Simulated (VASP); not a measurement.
Band structure of Na (bcc). Method: PBE GGA with D3 dispersion (Becke-Johnson damping), VASP's PBE PAW potentials (set 64) (plane waves; VASP 6.6.1).

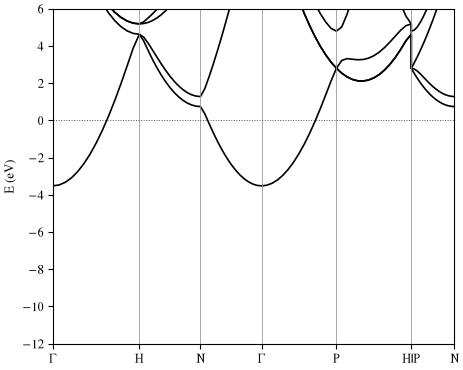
*Bands along high-symmetry lines, zero at the valence-band maximum or, without a gap, the Fermi level*

**Question.** Read the plot: is there a gap, and where are the band edges?

**Answer.** It has no gap at this level: it comes out as a metal or semimetal. (Edges off the drawn lines would not show.)

The compound is Na in the bcc structure. It was relaxed first, which changed the volume by -13 %.
